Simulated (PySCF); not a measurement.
# C7H12O3: the cost of one run

Computed with PySCF 2.14.0 and routines of our own; the level stands in each step. Atoms count from 0.

### Step 1. The system as given

22 atoms, charge 0, multiplicity 1; geometry from: GFN2-xTB.

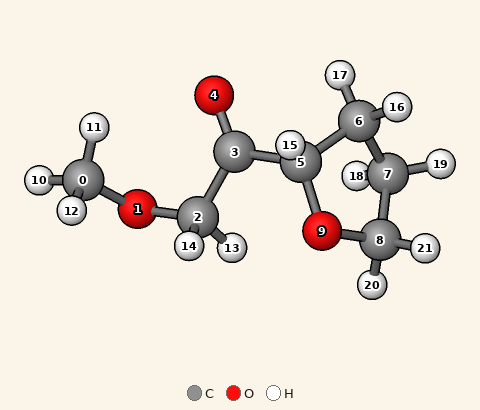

The starting geometry (carbon grey, oxygen red, hydrogen white).

### Step 2. Vibronic structure: TDDFT PBE/def2-SV(P)

The job: settings as JSON, then the geometry in Å.

```
{"job": {"kind": "vib", "xc": "PBE", "basis": "def2-SV(P)", "tda": false}, "charge": 0, "multiplicity": 1}
C      3.591771     0.239107    -0.025568
O      2.602818     0.086131    -1.019603
C      1.332887     0.538057    -0.644218
C      0.634858    -0.295944     0.411985
O      1.113920    -1.267489     0.937760
C     -0.762428     0.206214     0.798706
C     -1.773937    -0.944932     0.744109
C     -2.257644    -0.835868    -0.699131
C     -2.269579     0.679170    -0.901878
O     -1.241692     1.213177    -0.073455
H      4.527385    -0.078417    -0.480965
H      3.386068    -0.381352     0.850261
H      3.673962     1.288302     0.286145
H      0.721637     0.521420    -1.551389
H      1.358808     1.578896    -0.281181
H     -0.675144     0.633156     1.806771
H     -2.593283    -0.765454     1.440316
H     -1.301415    -1.895930     0.977403
H     -1.538367    -1.305393    -1.371757
H     -3.236324    -1.281407    -0.857865
H     -2.075541     0.978568    -1.934978
H     -3.229172     1.109372    -0.587014
```

Level: TDDFT PBE/def2-SV(P) vertical-gradient vibronic structure (displaced harmonic oscillators, Condon), gas phase.

Started as:

```console
$ OMP_NUM_THREADS=1 python excited_run.py task.json out
```

The driver reads the jobs from task.json and runs them one after another.

Q: Estimate the wall time and peak memory of this first job on 1 thread of AMD EPYC 9R45, shared host.

About 39 s, with a peak of 0.71 GiB.
